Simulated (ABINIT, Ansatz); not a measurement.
**NaI (Fm-3m): modes at Γ and the response to a field**

Aim: the zone-centre modes of NaI (Fm-3m).

Method: DFT LDA, scalar-relativistic, plane waves, PseudoDojo norm-conserving pseudopotentials, in ABINIT 10.8.3.

## 1. The starting structure

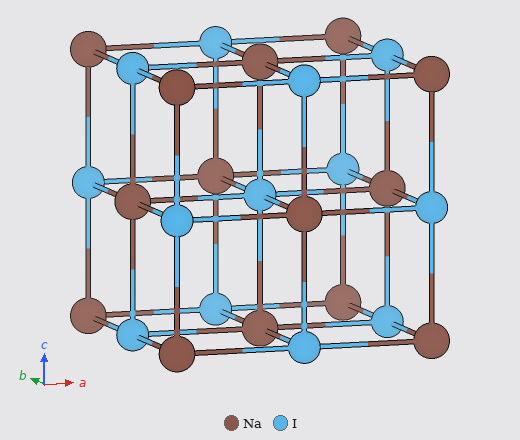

Start, viewed slightly off an axis; sodium brown, iodine blue. This picture shows the conventional cell, with its axes. Some periodic images of atoms are drawn too.

## 2. Relaxation

The harmonic expansion needs vanishing forces, and a free crystal bears no stress, so cell and atoms are brought to rest. Stress is more sensitive to the basis than forces are: the last 3 Ha under the cutoff are smoothed with ecutsm, and the cutoff is raised above that of the later runs.

The starting cell comes from a relaxation made beforehand in Ansatz (LDA, PseudoDojo NC).

relax.abi reads:

```
# relaxation
ionmov 2
optcell 2
dilatmx 1.08
ntime 40
tolmxf 1.0d-05
tolvrs 1.0d-14
prtwf 0
prtden 0
chksymtnons 0

# basis, mesh and filling
ecut 47.0
ecutsm 3.0
ngkpt 6 6 6
nshiftk 1
shiftk 0.0 0.0 0.0
istwfk *1
occopt 1
nband 8
nstep 100
diemac 9.0
prtebands 0
prtgsr 0
useylm 1

# cell and atoms
acell 3*1.0 Angstrom
rprim 
    0.0 3.131602554 3.131602554
    3.131602554 0.0 3.131602554
    3.131602554 3.131602554 0.0
ntypat 2
znucl 11 53
natom 2
typat 1 2
xred 
    0.0 0.0 0.0
    0.5 0.5 0.5
pp_dirpath "./pseudo"
pseudos "Na.upf, I.upf"
```

Command:

```
$ OMP_NUM_THREADS=1 mpirun -n 2 abinit relax.abi > relax.log
```

Numbers of over 12 decimals in the logs are rounded to 6 here.

relax.abo, the main output file:

```text
[banners, grids, parts of the stress and lines that vanish by symmetry left out]
- input  file    -> relax.abi
- output file    -> relax.abo
- root for input  files -> relaxi
[...]
Symmetries : space group Fm -3 m (#225); Bravais cF (face-center cubic)
[...]
mpw =        8080          nfft =      216000          nkpt =          16
[...]
== DATASET  1 ==================================================================
[...]
cutoff_energies: {ecut:  47.0, pawecutdg:  -1.0, }
[...]
ETOT  1  -58.355772402841    -5.836E+01 7.084E-01 5.840E+01
 ETOT  2  -58.721857213809    -3.661E-01 1.044E-05 5.921E+00
 ETOT  3  -58.722708232110    -8.510E-04 8.059E-06 1.679E-01
 ETOT  4  -58.722729901641    -2.167E-05 1.606E-07 1.096E-02
 ETOT  5  -58.722730513527    -6.119E-07 2.764E-09 4.762E-04
[...]
ETOT 10  -58.722730534776     6.018E-12 9.176E-18 1.820E-14
 ETOT 11  -58.722730534774     1.620E-12 9.897E-21 1.191E-16
 At SCF step   11       vres2   =  1.19E-16 < tolvrs=  1.00E-14 =>converged.
[...]
sigma(1 1)= -4.90982815E-09  sigma(3 2)=  0.00000000E+00
  sigma(2 2)= -4.90982815E-09  sigma(3 1)=  0.00000000E+00
  sigma(3 3)= -4.90982815E-09  sigma(2 1)=  0.00000000E+00
[...]
convergence: {deltae:  1.620E-12, res2:  1.191E-16, residm:  9.897E-21, diffor: null, }
etotal    :  -5.87227305E+01
[...]
At Broyd/MD step   1, gradients are converged :
[...]
sigma(1 1)= -4.90982815E-09  sigma(3 2)=  0.00000000E+00
  sigma(2 2)= -4.90982815E-09  sigma(3 1)=  0.00000000E+00
  sigma(3 3)= -4.90982815E-09  sigma(2 1)=  0.00000000E+00
[...]
- sigma(1 1)= -1.44452131E-04  sigma(3 2)=  0.00000000E+00
- sigma(2 2)= -1.44452131E-04  sigma(3 1)=  0.00000000E+00
- sigma(3 3)= -1.44452131E-04  sigma(2 1)=  0.00000000E+00
[...]
fcart     -0.0000000000E+00 -0.0000000000E+00 -0.0000000000E+00
           strten     -4.9098281491E-09 -4.9098281495E-09 -4.9098281486E-09
================================================================================

[key lines of the parts left out:]
pressure_GPa:   1.4445E-04
Total energy (etotal) [Ha]= -5.87227305347741E+01
```

Run time: 17 s. Hardware: 2 MPI ranks of Arm Neoverse V2, shared host.

Little changed from the start: no atom moved by 0.005 Å and no cell edge by 0.1 %.

Read from the output:

| Item | Value |
| --- | --- |
| volume per atom | 30.71 Å³ |
| pressure | 1.44e-4 GPa |

## 3. Self-consistent run for the response

First-order wavefunctions inherit every error of the ground state, hence the very tight tolvrs. The mesh is shifted off Γ, since shifted meshes converge sums over the zone faster.

gs.abi reads:

```
# ground state
tolvrs 1.0d-16
prtden 1
prtwf 1

# basis, mesh and filling
ecut 38.0
ngkpt 4 4 4
nshiftk 4
shiftk 
    0.5 0.5 0.5
    0.5 0.0 0.0
    0.0 0.5 0.0
    0.0 0.0 0.5
istwfk *1
occopt 1
nband 8
nstep 100
diemac 9.0
prtebands 0
prtgsr 0
useylm 1

# cell and atoms
acell 3*1.0 Angstrom
rprim 
    0.0 3.131602556 3.131602556
    3.131602556 0.0 3.131602556
    3.131602556 3.131602556 0.0
ntypat 2
znucl 11 53
natom 2
typat 1 2
xred 
    0.0 0.0 0.0
    0.5 0.5 0.5
pp_dirpath "./pseudo"
pseudos "Na.upf, I.upf"
```

Command:

```
$ OMP_NUM_THREADS=1 mpirun -n 2 abinit gs.abi > gs.log
```

gs.abo, the main output file:

```text
[banners, grids, parts of the stress and lines that vanish by symmetry left out]
- input  file    -> gs.abi
- output file    -> gs.abo
- root for input  files -> gsi
[...]
Symmetries : space group Fm -3 m (#225); Bravais cF (face-center cubic)
[...]
mpw =        4656          nfft =      110592          nkpt =          10
[...]
== DATASET  1 ==================================================================
[...]
cutoff_energies: {ecut:  38.0, pawecutdg:  -1.0, }
[...]
ETOT  1  -58.422776530561    -5.842E+01 7.694E-01 2.322E+01
 ETOT  2  -58.722528469441    -2.998E-01 8.971E-04 4.277E-01
 ETOT  3  -58.722567343320    -3.887E-05 1.138E-06 1.524E-02
 ETOT  4  -58.722567840441    -4.971E-07 7.025E-09 3.703E-03
 ETOT  5  -58.722568113834    -2.734E-07 4.531E-09 2.170E-04
[...]
ETOT 11  -58.722568176262     5.343E-12 3.051E-20 2.029E-16
 ETOT 12  -58.722568176261     1.151E-12 1.039E-22 1.146E-18
 At SCF step   12       vres2   =  1.15E-18 < tolvrs=  1.00E-16 =>converged.
[...]
sigma(1 1)=  7.63932643E-06  sigma(3 2)=  0.00000000E+00
  sigma(2 2)=  7.63932643E-06  sigma(3 1)=  0.00000000E+00
  sigma(3 3)=  7.63932643E-06  sigma(2 1)=  0.00000000E+00
[...]
convergence: {deltae:  1.151E-12, res2:  1.146E-18, residm:  1.039E-22, diffor: null, }
etotal    :  -5.87225682E+01
[...]
sigma(1 1)=  7.63932643E-06  sigma(3 2)=  0.00000000E+00
  sigma(2 2)=  7.63932643E-06  sigma(3 1)=  0.00000000E+00
  sigma(3 3)=  7.63932643E-06  sigma(2 1)=  0.00000000E+00
[...]
- sigma(1 1)=  2.24756743E-01  sigma(3 2)=  0.00000000E+00
- sigma(2 2)=  2.24756743E-01  sigma(3 1)=  0.00000000E+00
- sigma(3 3)=  2.24756743E-01  sigma(2 1)=  0.00000000E+00
[...]
fcart     -0.0000000000E+00 -0.0000000000E+00 -0.0000000000E+00
           strten      7.6393264320E-06  7.6393264320E-06  7.6393264320E-06
================================================================================

[key lines of the parts left out:]
pressure_GPa:  -2.2476E-01
```

The job ended after 6.8 s (2 MPI ranks).

Numbers from this step:

* pressure: -0.2248 GPa

The cell stands at -0.22 GPa: the relaxation ran with a smoothed and higher cutoff and on another k mesh.

## 4. Empty bands

Empty bands on the ground state's density check that the gap assumed so far is there in this cell.

gap.abi reads:

```
# empty bands on the ground state's density
iscf -2
getden_filepath "gso_DEN"
tolwfr 1.0d-12
nbdbuf 2
prtwf 0

# basis, mesh and filling
ecut 38.0
ngkpt 6 6 6
nshiftk 1
shiftk 0.0 0.0 0.0
istwfk *1
occopt 1
nband 12
nstep 100
diemac 9.0
prtebands 0
prtgsr 0
useylm 1

# cell and atoms
acell 3*1.0 Angstrom
rprim 
    0.0 3.131602556 3.131602556
    3.131602556 0.0 3.131602556
    3.131602556 3.131602556 0.0
ntypat 2
znucl 11 53
natom 2
typat 1 2
xred 
    0.0 0.0 0.0
    0.5 0.5 0.5
pp_dirpath "./pseudo"
pseudos "Na.upf, I.upf"
```

Command:

```
$ OMP_NUM_THREADS=1 mpirun -n 2 abinit gap.abi > gap.log
```

gap.abo, the main output file:

```text
[banners, grids, parts of the stress and lines that vanish by symmetry left out]
- input  file    -> gap.abi
- output file    -> gap.abo
- root for input  files -> gapi
[...]
Symmetries : space group Fm -3 m (#225); Bravais cF (face-center cubic)
[...]
mpw =        4669          nfft =      110592          nkpt =          16
[...]
== DATASET  1 ==================================================================
[...]
cutoff_energies: {ecut:  38.0, pawecutdg:  -1.0, }
[...]
-outvars: echo values of variables after computation
            acell      1.8897261259E+00  1.8897261259E+00  1.8897261259E+00 Bohr
================================================================================
```

The job ended after 6.1 s (2 MPI ranks; 12 s of CPU time).

Numbers from this step:

| Item | Value |
| --- | --- |
| gap on the k-mesh | 3.610 eV |

In this cell the gap on the mesh is 3.6 eV, direct, so fixed occupations hold.

## 5. Zone-centre response

The derivative of the wavefunctions by k comes first, since the response to a field is built on it; then the field and the displacements that symmetry doesn't supply are solved at q = 0.

It reads the wavefunctions written in step 3.

dfpt_gamma.abi reads:

```
ndtset 2

# common to the responses
getwfk_filepath "gso_WFK"
kptopt 2
nqpt 1
qpt 0.0 0.0 0.0
asr 0
chneut 0

# d/dk
rfelfd1 2
rfdir1 1 1 1
iscf1 -3
tolwfr1 1.0d-20

# displacements, field
rfphon2 1
rfatpol2 1 2
rfdir2 1 1 1
rfelfd2 3
getddk2 1
tolvrs2 1.0d-10
prtwf2 0

# basis, mesh and filling
ecut 38.0
ngkpt 4 4 4
nshiftk 4
shiftk 
    0.5 0.5 0.5
    0.5 0.0 0.0
    0.0 0.5 0.0
    0.0 0.0 0.5
istwfk *1
occopt 1
nband 8
nstep 100
diemac 9.0
prtebands 0
prtgsr 0
useylm 1

# cell and atoms
acell 3*1.0 Angstrom
rprim 
    0.0 3.131602556 3.131602556
    3.131602556 0.0 3.131602556
    3.131602556 3.131602556 0.0
ntypat 2
znucl 11 53
natom 2
typat 1 2
xred 
    0.0 0.0 0.0
    0.5 0.5 0.5
pp_dirpath "./pseudo"
pseudos "Na.upf, I.upf"
```

Command:

```
$ OMP_NUM_THREADS=1 mpirun -n 2 abinit dfpt_gamma.abi > dfpt_gamma.log
```

dfpt_gamma.abo, the main output file:

```text
[banners, grids, parts of the stress and lines that vanish by symmetry left out]
- input  file    -> dfpt_gamma.abi
- output file    -> dfpt_gamma.abo
- root for input  files -> dfpt_gammai
[...]
DATASET    1 : space group Fm -3 m (#225); Bravais cF (face-center cubic)
[...]
nfft =      110592          nkpt =         128
[...]
DATASET    2 : space group Fm -3 m (#225); Bravais cF (face-center cubic)
[...]
nfft =      110592          nkpt =         128
[...]
== DATASET  1 ==================================================================
[...]
cutoff_energies: {ecut:  38.0, pawecutdg:  -1.0, }
[...]
- 53.00000   7.00000  180309                  znucl, zion, pspdat
[...]
Perturbation : derivative vs k along direction   1
[...]
-ETOT  1  -16.017313657844     -1.602E+01 5.125E-02 0.000E+00
 ETOT  2  -16.024647799513     -7.334E-03 3.316E-05 0.000E+00
 ETOT  3  -16.024650961307     -3.162E-06 1.167E-07 0.000E+00
 ETOT  4  -16.024650963843     -2.536E-09 5.583E-11 0.000E+00
 ETOT  5  -16.024650963846     -2.721E-12 8.597E-14 0.000E+00
[...]
At SCF step    8   max residual=  9.96E-21 < tolwfr=  1.00E-20 =>converged.
[...]
Perturbation : derivative vs k along direction   2
[...]
-ETOT  1  -16.017313657644     -1.602E+01 5.125E-02 0.000E+00
[...]
At SCF step    8   max residual=  9.96E-21 < tolwfr=  1.00E-20 =>converged.
[...]
Perturbation : derivative vs k along direction   3
[...]
-ETOT  1  -16.017313657445     -1.602E+01 5.125E-02 0.000E+00
[...]
At SCF step    8   max residual=  9.96E-21 < tolwfr=  1.00E-20 =>converged.
[...]
1        1       1.4525055353    0.0000000000
     1        2       0.7262527677    0.0000000000
     1        3       0.7262527677    0.0000000000
     2        1       0.7262527677    0.0000000000
     2        2       1.4525055354   -0.0000000000
     2        3       0.7262527677   -0.0000000000
     3        1       0.7262527677    0.0000000000
     3        2       0.7262527677   -0.0000000000
     3        3       1.4525055354   -0.0000000000
[...]
== DATASET  2 ==================================================================
[...]
cutoff_energies: {ecut:  38.0, pawecutdg:  -1.0, }
[...]
Perturbation : displacement of atom   1   along direction   1
[...]
-ETOT  1   4.410401     -1.454E+04 1.601E+01 1.444E+02
[...]
At SCF step   10       vres2   =  9.07E-13 < tolvrs=  1.00E-10 =>converged.
[...]
Perturbation : displacement of atom   2   along direction   1
[...]
-ETOT  1   1.032676     -3.089E+02 1.136E+00 7.166E+02
[...]
At SCF step    9       vres2   =  4.46E-12 < tolvrs=  1.00E-10 =>converged.
[...]
Perturbation : homogeneous electric field along direction   1
[...]
-ETOT  1  -62.058288701102     -6.206E+01 7.208E-01 6.487E+04
[...]
ETOT  9  -73.468654403098     -4.846E-12 1.243E-14 5.211E-10
 ETOT 10  -73.468654403098      2.842E-14 2.763E-16 9.976E-13
 At SCF step   10       vres2   =  9.98E-13 < tolvrs=  1.00E-10 =>converged.
[...]
Dielectric tensor, in cartesian coordinates,
[...]
1    4   1    4         3.6344832870        -0.0000000000
   1    4   2    4        -0.0000000000        -0.0000000000
   1    4   3    4        -0.0000000000        -0.0000000000
   2    4   1    4        -0.0000000000        -0.0000000000
   2    4   2    4         3.6344832870        -0.0000000000
   2    4   3    4        -0.0000000000        -0.0000000000
   3    4   1    4        -0.0000000000        -0.0000000000
   3    4   2    4        -0.0000000000        -0.0000000000
   3    4   3    4         3.6344832870        -0.0000000000
  Effective charges, in cartesian coordinates,
[...]
1    1   1    4         1.1676056135         0.0000000000
   2    1   1    4        -0.0000000000         0.0000000000
   3    1   1    4         0.0000000000         0.0000000000
   1    2   1    4        -1.1677190556         0.0000000000
   2    2   1    4        -0.0000000000         0.0000000000
[...]
Effective charges, in cartesian coordinates,
[...]
2    4   1    2         0.0000000000         0.0000000000
   3    4   1    2        -0.0000000000         0.0000000000
   1    4   2    2         0.0000000000         0.0000000000
   2    4   2    2        -1.1677190579         0.0000000000
   3    4   2    2         0.0000000000         0.0000000000
   1    4   3    2        -0.0000000000         0.0000000000
   2    4   3    2         0.0000000000         0.0000000000
   3    4   3    2        -1.1677190579         0.0000000000
  Phonon wavevector (reduced coordinates) :  0.00000  0.00000  0.00000
 Phonon energies in Hartree :
[...]
Phonon frequencies in cm-1    :
-  4.622492E+00  4.622492E+00  4.622492E+00  1.306343E+02  1.306343E+02
-  1.306343E+02
  Phonon at Gamma, with non-analyticity in the
[...]
Phonon energies in Hartree :
[...]
Phonon frequencies in cm-1    :
-  4.622492E+00  4.622492E+00  4.630369E+00  1.306343E+02  1.306343E+02
-  1.802902E+02
  Phonon at Gamma, with non-analyticity in the
[...]
Phonon energies in Hartree :
[...]
Phonon frequencies in cm-1    :
-  4.622492E+00  4.622492E+00  4.630369E+00  1.306343E+02  1.306343E+02
-  1.802902E+02
  Phonon at Gamma, with non-analyticity in the
[...]
Phonon energies in Hartree :
[...]
Phonon frequencies in cm-1    :
-  4.622492E+00  4.622492E+00  4.630369E+00  1.306343E+02  1.306343E+02
-  1.802902E+02
[...]
fcart2     0.0000000000E+00  0.0000000000E+00  0.0000000000E+00
           strten2     0.0000000000E+00  0.0000000000E+00  0.0000000000E+00
================================================================================
```

The job ended after 3.2 min (2 MPI ranks).

Numbers from this step:

* miss of the charge sum rule: 1.13e-4 e
* largest acoustic frequency at the zone centre before the sum rule: 4.62 cm⁻¹
* highest optical zone-centre mode (no LO-TO term): 130.6 cm⁻¹
* lowest optical zone-centre mode: 130.6 cm⁻¹
* mean high-frequency dielectric constant: 3.635
* largest Born charge in size (third of the trace): 1.168 e

Born charge (rows field, columns displacement), before the sum rule (e), principal values of the symmetric part by kind of site:

```csv
atom,atoms with these values,low,middle,high,mean
Na1,1,1.17,1.17,1.17,1.17
I2,1,-1.17,-1.17,-1.17,-1.17
```

In full for I2:

```
-1.17  0.00  0.00
 0.00 -1.17  0.00
 0.00  0.00 -1.17
```

High-frequency dielectric tensor:

```
3.63 0.00 0.00
0.00 3.63 0.00
0.00 0.00 3.63
```

The acoustic modes at Γ come out as far as 4.6 cm⁻¹ from zero, where they should vanish, a small numerical error; the Born charges miss their sum rule by 1.1e-4 e, which is good.

(Continued in part 2 of 2.)

[Host names and launcher messages were left out of these logs when they were recorded.]

[Logs are printed without paths, hosts, clocks, repeated set-up lines and the standing remarks that a program may print on its own settings, such as how far it seeks lower states.]

[Hosts, paths, dates, database ids (printed as entryN), source tags and the programs' standing remarks are cut or masked in the printed files.]
